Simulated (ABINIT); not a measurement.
# KF (Carobbiite): one start, several treatments of the self-energy

Aim: compare treatments of exchange, screening and correlation for the gap of KF (Carobbiite).

Calculated with ABINIT 10.8.3; PBE and many-body steps on it, plane waves.

### Step 1. Starting point

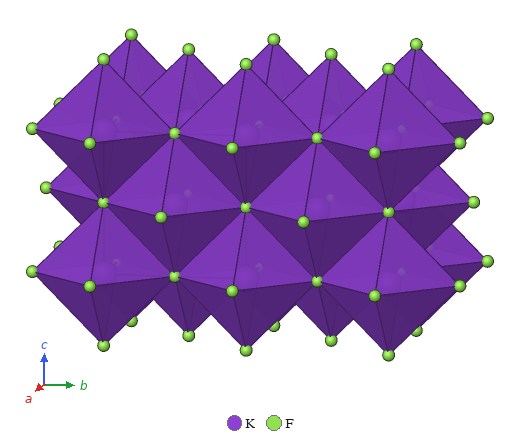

The cell as given, slightly off an axis (potassium purple, fluorine green). 1×2×1 cells are drawn. This picture shows the conventional cell, with its axes. Some periodic images of atoms are drawn too.

The cell and positions come from the Crystallography Open Database and are kept as given unless a step says otherwise.

### Step 2. Empty states on the mesh, 6×6×6 mesh, 175 bands

This step: ABINIT 10.8.3; DFT, PBE, plane waves, norm-conserving pseudopotentials.

The sums over transitions need many empty states on a uniform mesh; this step solves for them.

run.abi

```
acell 3*1.0 Angstrom
rprim 
  -0.000000000000 2.671850000000 2.671850000000
  2.671850000000 -0.000000000000 2.671850000000
  2.671850000000 2.671850000000 0.000000000000
ntypat 2
znucl 19 9
natom 2
typat 1 2
xred 
  0.000000000000 0.000000000000 0.000000000000
  0.500000000000 0.500000000000 0.500000000000
pp_dirpath "pseudos"
pseudos "K.upf, F.upf"
ecut 36
ngkpt 6 6 6
nshiftk 1
shiftk 0 0 0
kptopt 1
chksymbreak 0
irdden 1
istwfk *1
nband 175
prtvol 0
optdriver 6
gwr_task "HDIAGO"
paral_kgb 0
occopt 1
indata_prefix "in"
outdata_prefix "out"
tmpdata_prefix "tmp"
```

The run is started by

```
OMP_NUM_THREADS=1 mpirun -n 4 abinit run.abi > log
```

Output:

```text
.Version 10.8.3 of ABINIT. v10.8.2 released Aug 2026.

 Symmetries : space group Fm -3 m (#225); Bravais cF (face-center cubic)
[... echo of the input left out ...]
== DATASET  1 ==================================================================
-   mpi_nproc: 4, omp_nthreads: 1 (-1 if OMP is not activated)

--- !DatasetInfo
iteration_state: {dtset: 1, }
dimensions: {natom: 2, nkpt: 16, mband: 175, nsppol: 1, nspinor: 1, nspden: 1, mpw: 2685, }
cutoff_energies: {ecut:  36.0, pawecutdg:  -1.0, }
[...]
Direct band gap semiconductor
 Fundamental gap:     6.199 (eV)
   VBM:     0.131 (eV) at k: [ 0.0000E+00,  0.0000E+00,  0.0000E+00]
   CBM:     6.330 (eV) at k: [ 0.0000E+00,  0.0000E+00,  0.0000E+00]
 Direct gap:         6.199 (eV) at k: [ 0.0000E+00,  0.0000E+00,  0.0000E+00]

== END DATASET(S) ==============================================================
================================================================================

 -outvars: echo values of variables after computation  --------
           etotal      0.0000000000E+00
            nband         175
             nkpt          16
          spgroup         225
 [... the other variables as echoed above ...]

 Calculation completed.
```

It took 49 s on 4 MPI ranks of Arm Neoverse V2, shared host; peak memory 1.8 GiB.

Numbers from this step:

- gap: 6.199 eV
- k of the valence top: 0, 0, 0
- k of the conduction bottom: 0, 0, 0
- least direct gap: 6.199 eV
- k points computed: 16
- lowest point of the top converged band, above the valence top: 142.2153 eV

On this mesh the gap is 6.199 eV.

The density comes from a self-consistent run that is not shown.

### Step 3. Screening, 6×6×6 mesh, 167 bands, screening to 228.6 eV

The RPA dielectric matrix is built and inverted for each q.

This step: RPA screening on PBE, plane waves, norm-conserving pseudopotentials.

run.abi: that of step 2 with these lines changed.

```diff
@@ -20,10 +20,11 @@
 chksymbreak 0
-irdden 1
 istwfk *1
-nband 175
-prtvol 0
-optdriver 6
-gwr_task "HDIAGO"
-paral_kgb 0
 occopt 1
+irdwfk 1
+optdriver 3
+nband 167
+ecuteps 8.4
+inclvkb 2
+awtr 1
+symchi 1
 indata_prefix "in"
```

Output:

```text
.Version 10.8.3 of ABINIT. v10.8.2 released Aug 2026.

 Symmetries : space group Fm -3 m (#225); Bravais cF (face-center cubic)
[... echo of the input left out ...]
== DATASET  1 ==================================================================
-   mpi_nproc: 4, omp_nthreads: 1 (-1 if OMP is not activated)

--- !DatasetInfo
iteration_state: {dtset: 1, }
dimensions: {natom: 2, nkpt: 16, mband: 167, nsppol: 1, nspinor: 1, nspden: 1, mpw: 2685, }
cutoff_energies: {ecut:  36.0, pawecutdg:  -1.0, }
electrons: {nelect:   1.60000000E+01, charge:   0.00000000E+00, occopt:   1.00000000E+00, tsmear:   1.00000000E-02, }

 SCREENING: Calculation of the susceptibility and dielectric matrices

 Based on a program developped by R.W. Godby, V. Olevano, G. Onida, and L. Reining.
 Incorporated in ABINIT by V. Olevano, G.-M. Rignanese, and M. Torrent.
.Using double precision arithmetic ; gwpc =  8

[... cell and pseudopotentials left out ...]
--------------------------------------------------------------------------------

 ==== K-mesh for the wavefunctions ====
 Number of points in the irreducible wedge :    16
[... list of points left out ...]
 Together with 48 symmetry operations and time-reversal symmetry
 yields   216 points in the full Brillouin Zone.

 ==== Q-mesh for the screening function ====
 Number of points in the irreducible wedge :    16
[... list of points left out ...]
 Together with 48 symmetry operations and time-reversal symmetry
 yields   216 points in the full Brillouin Zone.

 setmesh: FFT mesh size selected  =    30x   30x   30
          total number of points  =        27000

 vcoul_init : cutoff-mode = AUXILIARY_FUNCTION
 q-points for optical limit:   1
     1)      0.000010    0.000020    0.000030

- screening: taking advantage of time-reversal symmetry
- Maximum band index for partially occupied states nbvw = 8
- Remaining bands to be divided among processors   nbcw = 159
- Number of bands treated by each node ~39

 Number of electrons calculated from density =   16.0000; Expected =   16.0000
 average of density, n =  0.062152
 r_s =    1.5661
 omega_plasma =   24.0483 [eV]

 calculating chi0 at frequencies [eV] :
  1    0.000000E+00    0.000000E+00
  2    0.000000E+00    2.404829E+01

--------------------------------------------------------------------------------
  q-point number  1        q = ( 0.000000, 0.000000, 0.000000) [r.l.u.]
--------------------------------------------------------------------------------
[... chi0 elements left out ...]
 For q-point:  0.000010 0.000020 0.000030
  dielectric constant =   1.8939
  dielectric constant without local fields =   2.1057

  Average fulfillment of the sum rule on Im[epsilon] for q-point    1 :     77.39  [%]
[... wings left out ...]
  q-point number  2        q = ( 0.166667, 0.000000, 0.000000) [r.l.u.]
--------------------------------------------------------------------------------
[... chi0 elements left out ...]
  Average fulfillment of the sum rule on Im[epsilon] for q-point    2 :     85.16  [%]

 [... 14 further q-points ...]
```

Run time: 3.4 min. Hardware: 4 MPI ranks; peak memory 1.9 GiB.

Numbers from this step:

| Quantity | Value |
| --- | --- |
| ε∞ with local fields, on this mesh, along the program's q direction | 1.894 |
| the same without local fields | 2.106 |
| plasma frequency | 24.05 eV |
| plane waves in the screening matrix | 307 |

Local fields lower ε∞ by 10 %.

### Step 4. G0W0, Godby-Needs plasmon pole

The self-energy is evaluated for the states that the input lists, and the levels follow from it, in one-shot runs by the linearised quasiparticle equation.

This step: G0W0 on PBE, plane waves, norm-conserving pseudopotentials.

run.abi: that of step 3 with these lines changed.

```diff
@@ -23,8 +23,15 @@
 irdwfk 1
-optdriver 3
+optdriver 4
 nband 167
+gwcalctyp 0
+ecutsigx 36
+symsigma 1
+nkptgw 1
+kptgw 
+  0.0000000000 0.0000000000 0.0000000000
+bdgw 
+  6 12
 ecuteps 8.4
-inclvkb 2
-awtr 1
-symchi 1
+irdscr 1
+ppmodel 1
 indata_prefix "in"
```

Output:

```text
.Version 10.8.3 of ABINIT. v10.8.2 released Aug 2026.

 Symmetries : space group Fm -3 m (#225); Bravais cF (face-center cubic)
[... echo of the input left out ...]
== DATASET  1 ==================================================================
-   mpi_nproc: 4, omp_nthreads: 1 (-1 if OMP is not activated)

--- !DatasetInfo
iteration_state: {dtset: 1, }
dimensions: {natom: 2, nkpt: 16, mband: 167, nsppol: 1, nspinor: 1, nspden: 1, mpw: 2685, }
cutoff_energies: {ecut:  36.0, pawecutdg:  -1.0, }
electrons: {nelect:   1.60000000E+01, charge:   0.00000000E+00, occopt:   1.00000000E+00, tsmear:   1.00000000E-02, }

 SIGMA: Calculation of the GW corrections

 Based on a program developped by R.W. Godby, V. Olevano, G. Onida, and L. Reining.
 Incorporated in ABINIT by V. Olevano, G.-M. Rignanese, and M. Torrent.
.Using double precision arithmetic ; gwpc =  8

[... cell and pseudopotentials left out ...]
--------------------------------------------------------------------------------

 ==== K-mesh for the wavefunctions ====
 Number of points in the irreducible wedge :    16
[... list of points left out ...]
 Together with 48 symmetry operations and time-reversal symmetry
 yields   216 points in the full Brillouin Zone.

 ==== Q-mesh for screening function ====
 Number of points in the irreducible wedge :    16
[... list of points left out ...]
 Together with 48 symmetry operations and time-reversal symmetry
 yields   216 points in the full Brillouin Zone.

 vcoul_init : cutoff-mode = AUXILIARY_FUNCTION
 q-points for optical limit:   1
     1)      0.000010    0.000020    0.000030
 setmesh: FFT mesh size selected  =    40x   40x   40
          total number of points  =        64000

 Number of electrons calculated from density =   16.0000; Expected =   16.0000
 average of density, n =  0.062152
 r_s =    1.5661
 omega_plasma =   24.0483 [eV]

 === KS Band Gaps ===
  >>>> For spin  1
   Minimum direct gap =   6.1994 [eV], located at k-point      :   0.0000  0.0000  0.0000
   Fundamental gap    =   6.1994 [eV], Top of valence bands at :   0.0000  0.0000  0.0000
                                       Bottom of conduction at :   0.0000  0.0000  0.0000
 SIGMA fundamental parameters:
 PLASMON POLE MODEL  1
 number of plane-waves for SigmaX                 2685
 number of plane-waves for SigmaC and W            307
 number of plane-waves for wavefunctions          2685
 number of bands                                   167
 number of independent spin polarizations            1
 number of spinorial components                      1
 number of k-points in IBZ                          16
 number of q-points in IBZ                          16
 number of symmetry operations                      48
 number of k-points in BZ                          216
 number of q-points in BZ                          216
 number of frequencies for dSigma/dE                 9
 frequency step for dSigma/dE [eV]                0.25
 number of omega for Sigma on real axis              0
 max omega for Sigma on real axis  [eV]           0.00
 zcut for avoiding poles [eV]                     0.10

 EPSILON^-1 parameters (SCR file):
 dimension of the eps^-1 matrix on file            307
 dimension of the eps^-1 matrix used               307
 number of plane-waves for wavefunctions          2685
 number of bands                                   167
 number of q-points in IBZ                          16
 number of frequencies                               2
 number of real frequencies                          1
 number of imag frequencies                          1

 matrix elements of self-energy operator (all in [eV])

 Perturbative Calculation

--- !SelfEnergy_ee
iteration_state: {dtset: 1, }
kpoint     : [   0.000,    0.000,    0.000, ]
spin       : 1
KS_gap     :    6.199
QP_gap     :    9.630
Delta_QP_KS:    3.430
data: !SigmaeeData |
     Band     E0 <VxcDFT>   SigX SigC(E0)      Z dSigC/dE  Sig(E)    E-E0       E
        6   0.131 -21.899 -29.568   4.656   0.806  -0.241 -24.327  -2.428  -2.297
        7   0.131 -21.899 -29.568   4.656   0.806  -0.241 -24.327  -2.428  -2.297
        8   0.131 -21.899 -29.568   4.656   0.806  -0.241 -24.327  -2.428  -2.297
        9   6.330  -7.969  -4.027  -2.825   0.897  -0.114  -6.967   1.003   7.333
       10  10.825 -10.841  -4.975  -3.180   0.890  -0.123  -8.450   2.391  13.215
       11  10.825 -10.841  -4.975  -3.180   0.890  -0.123  -8.450   2.391  13.215
       12  10.825 -10.841  -4.975  -3.180   0.890  -0.123  -8.450   2.391  13.215

== END DATASET(S) ==============================================================
================================================================================

 -outvars: echo values of variables after computation  --------
           etotal      0.0000000000E+00
            nband         167
             nkpt          16
          spgroup         225
 [... the other variables as echoed above ...]

 Calculation completed.
```

It took 20 s on 4 MPI ranks; peak memory 1.9 GiB.

This step gave:

```
G0W0 gap on the points computed              : 9.63 eV
starting gap on the mesh                     : 6.199 eV
k of the valence top                         : 0, 0, 0
k of the conduction bottom                   : 0, 0, 0
Z at the valence top                         : 0.806
Z at the conduction bottom                   : 0.897
least direct G0W0 gap on the computed points : 9.63 eV
```

The gap on the mesh goes from 6.20 eV to 9.63 eV, a correction of +3.43 eV.

### Step 5. G0W0, Hybertsen-Louie plasmon pole

run.abi: that of step 4 with these lines changed.

```diff
@@ -35,3 +35,3 @@
 irdscr 1
-ppmodel 1
+ppmodel 2
 indata_prefix "in"
```

Output:

```text
.Version 10.8.3 of ABINIT. v10.8.2 released Aug 2026.

 Symmetries : space group Fm -3 m (#225); Bravais cF (face-center cubic)
[... echo of the input left out ...]
== DATASET  1 ==================================================================
-   mpi_nproc: 4, omp_nthreads: 1 (-1 if OMP is not activated)

--- !DatasetInfo
iteration_state: {dtset: 1, }
dimensions: {natom: 2, nkpt: 16, mband: 167, nsppol: 1, nspinor: 1, nspden: 1, mpw: 2685, }
cutoff_energies: {ecut:  36.0, pawecutdg:  -1.0, }
electrons: {nelect:   1.60000000E+01, charge:   0.00000000E+00, occopt:   1.00000000E+00, tsmear:   1.00000000E-02, }

 SIGMA: Calculation of the GW corrections

 Based on a program developped by R.W. Godby, V. Olevano, G. Onida, and L. Reining.
 Incorporated in ABINIT by V. Olevano, G.-M. Rignanese, and M. Torrent.
.Using double precision arithmetic ; gwpc =  8

[... cell and pseudopotentials left out ...]
--------------------------------------------------------------------------------

 ==== K-mesh for the wavefunctions ====
 Number of points in the irreducible wedge :    16
[... list of points left out ...]
 Together with 48 symmetry operations and time-reversal symmetry
 yields   216 points in the full Brillouin Zone.

 ==== Q-mesh for screening function ====
 Number of points in the irreducible wedge :    16
[... list of points left out ...]
 Together with 48 symmetry operations and time-reversal symmetry
 yields   216 points in the full Brillouin Zone.

 vcoul_init : cutoff-mode = AUXILIARY_FUNCTION
 q-points for optical limit:   1
     1)      0.000010    0.000020    0.000030
 setmesh: FFT mesh size selected  =    40x   40x   40
          total number of points  =        64000

 Number of electrons calculated from density =   16.0000; Expected =   16.0000
[...]
number of q-points in BZ                          216
 number of frequencies for dSigma/dE                 9
 frequency step for dSigma/dE [eV]                0.25
 number of omega for Sigma on real axis              0
 max omega for Sigma on real axis  [eV]           0.00
 zcut for avoiding poles [eV]                     0.10

 EPSILON^-1 parameters (SCR file):
 dimension of the eps^-1 matrix on file            307
 dimension of the eps^-1 matrix used               307
 number of plane-waves for wavefunctions          2685
 number of bands                                   167
 number of q-points in IBZ                          16
 number of frequencies                               2
 number of real frequencies                          1
 number of imag frequencies                          1

 matrix elements of self-energy operator (all in [eV])

 Perturbative Calculation

--- !SelfEnergy_ee
iteration_state: {dtset: 1, }
kpoint     : [   0.000,    0.000,    0.000, ]
spin       : 1
KS_gap     :    6.199
QP_gap     :   10.421
Delta_QP_KS:    4.222
data: !SigmaeeData |
     Band     E0 <VxcDFT>   SigX SigC(E0)      Z dSigC/dE  Sig(E)    E-E0       E
        6   0.131 -21.899 -29.568   3.768   0.870  -0.150 -25.291  -3.393  -3.262
        7   0.131 -21.899 -29.568   3.768   0.870  -0.150 -25.291  -3.393  -3.262
        8   0.131 -21.899 -29.568   3.768   0.870  -0.150 -25.291  -3.393  -3.262
        9   6.330  -7.969  -4.027  -3.042   0.922  -0.085  -7.140   0.829   7.159
       10  10.825 -10.841  -4.975  -3.424   0.916  -0.092  -8.604   2.237  13.062
       11  10.825 -10.841  -4.975  -3.424   0.916  -0.092  -8.604   2.237  13.062
       12  10.825 -10.841  -4.975  -3.424   0.916  -0.092  -8.604   2.237  13.062

== END DATASET(S) ==============================================================
================================================================================

 -outvars: echo values of variables after computation  --------
           etotal      0.0000000000E+00
            nband         167
             nkpt          16
          spgroup         225
 [... the other variables as echoed above ...]

 Calculation completed.
```

Wall time 19 s (4 MPI ranks); peak memory 1.9 GiB; 75 s of CPU time.

This step gave:

```
G0W0 gap on the points computed              : 10.42 eV
starting gap on the mesh                     : 6.199 eV
k of the valence top                         : 0, 0, 0
k of the conduction bottom                   : 0, 0, 0
Z at the valence top                         : 0.87
Z at the conduction bottom                   : 0.922
least direct G0W0 gap on the computed points : 10.42 eV
```

Against G0W0 in ABINIT (6×6×6 mesh, 167 bands, screening to 228.6 eV, Godby-Needs plasmon pole), the gap moves by +0.791 eV.

### Step 6. G0W0, von der Linden-Horsch plasmon pole

run.abi: that of step 5 with these lines changed.

```diff
@@ -35,3 +35,3 @@
 irdscr 1
-ppmodel 2
+ppmodel 3
 indata_prefix "in"
```

Output:

```text
.Version 10.8.3 of ABINIT. v10.8.2 released Aug 2026.

 Symmetries : space group Fm -3 m (#225); Bravais cF (face-center cubic)
[... echo of the input left out ...]
== DATASET  1 ==================================================================
-   mpi_nproc: 4, omp_nthreads: 1 (-1 if OMP is not activated)

--- !DatasetInfo
iteration_state: {dtset: 1, }
dimensions: {natom: 2, nkpt: 16, mband: 167, nsppol: 1, nspinor: 1, nspden: 1, mpw: 2685, }
cutoff_energies: {ecut:  36.0, pawecutdg:  -1.0, }
[...]
10  10.825 -10.841  -4.975  -3.506   0.940  -0.063  -8.622   2.219  13.044
       11  10.825 -10.841  -4.975  -3.506   0.940  -0.063  -8.622   2.219  13.044
       12  10.825 -10.841  -4.975  -3.506   0.940  -0.063  -8.622   2.219  13.044

== END DATASET(S) ==============================================================
================================================================================

 -outvars: echo values of variables after computation  --------
           etotal      0.0000000000E+00
            nband         167
             nkpt          16
          spgroup         225
 [... the other variables as echoed above ...]

 Calculation completed.
```

Elapsed: 9.5 s, on 4 MPI ranks; peak memory 1.8 GiB; 38 s of CPU time.

This step gave:

| Quantity | Value |
| --- | --- |
| G0W0 gap on the points computed | 10.06 eV |
| starting gap on the mesh | 6.199 eV |
| k of the valence top | 0, 0, 0 |
| k of the conduction bottom | 0, 0, 0 |
| least direct G0W0 gap on the computed points | 10.06 eV |

Against G0W0 in ABINIT (6×6×6 mesh, 167 bands, screening to 228.6 eV, Godby-Needs plasmon pole), the gap moves by +0.434 eV.

### Step 7. G0W0, Engel-Farid plasmon pole

run.abi: that of step 6 with these lines changed.

```diff
@@ -35,3 +35,3 @@
 irdscr 1
-ppmodel 3
+ppmodel 4
 indata_prefix "in"
```

Output:

```text
.Version 10.8.3 of ABINIT. v10.8.2 released Aug 2026.

 Symmetries : space group Fm -3 m (#225); Bravais cF (face-center cubic)
[... echo of the input left out ...]
== DATASET  1 ==================================================================
-   mpi_nproc: 4, omp_nthreads: 1 (-1 if OMP is not activated)

--- !DatasetInfo
iteration_state: {dtset: 1, }
dimensions: {natom: 2, nkpt: 16, mband: 167, nsppol: 1, nspinor: 1, nspden: 1, mpw: 2685, }
cutoff_energies: {ecut:  36.0, pawecutdg:  -1.0, }
[...]
10  10.825 -10.841  -4.975  -3.296   0.898  -0.114  -8.534   2.307  13.131
       11  10.825 -10.841  -4.975  -3.296   0.898  -0.114  -8.534   2.307  13.131
       12  10.825 -10.841  -4.975  -3.296   0.898  -0.114  -8.534   2.307  13.131

== END DATASET(S) ==============================================================
================================================================================

 -outvars: echo values of variables after computation  --------
           etotal      0.0000000000E+00
            nband         167
             nkpt          16
          spgroup         225
 [... the other variables as echoed above ...]

 Calculation completed.
```

Elapsed: 9.5 s, on 4 MPI ranks; peak memory 1.8 GiB; 38 s of CPU time.

This step gave:

```yaml
g0w0_gap_on_the_points_computed: 9.793 eV
starting_gap_on_the_mesh: 6.199 eV
k_of_the_valence_top: 0, 0, 0
k_of_the_conduction_bottom: 0, 0, 0
least_direct_g0w0_gap_on_the_computed_points: 9.793 eV
```

Against G0W0 in ABINIT (6×6×6 mesh, 167 bands, screening to 228.6 eV, Godby-Needs plasmon pole), the gap moves by +0.163 eV.

(Part 1 of 2 ends here.)

[Paths, hosts, dates, memory and timing lines, banners, echoed tables and standing remarks are left out of the program output.]

[Logs are printed without paths, hosts, clocks, repeated set-up lines and the standing remarks that a program may print on its own settings, such as how far it seeks lower states.]

[Runs of the session that timed out or met a known fault of the program may be left out.]

[Hosts, paths, dates, database ids (printed as entryN), source tags and the programs' standing remarks are cut or masked in the printed files.]

[G0W0 gaps are taken among the corrected bands and points alone; a level outside them can change the order at an edge.]

[Where Ansatz stands beside ABINIT at settings called matched, ABINIT's density can come from a denser mesh and the files from another edition; pairs whose starting gaps differed by over 0.03 eV were left out, so agreement reads better than it is.]
